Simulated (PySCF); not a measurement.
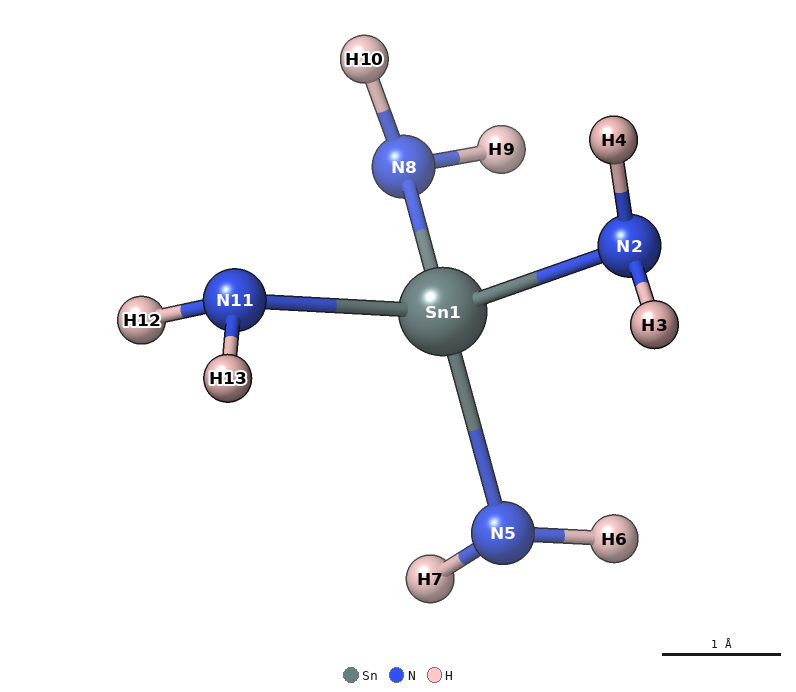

Orthographic view. Depth is shown by fading: the farther an atom, the more it takes the colour of the background. Computed geometry: PBE0-D3(BJ)/def2-SVP optimisation. No frequency run is at hand to confirm it as a minimum.

Write the connection table.

Sn1: N2, N5, N8, N11
N2: Sn1, H3, H4
N5: Sn1, H6, H7
N8: Sn1, H9, H10
N11: Sn1, H12, H13
(terminal hydrogens appear only as neighbours)
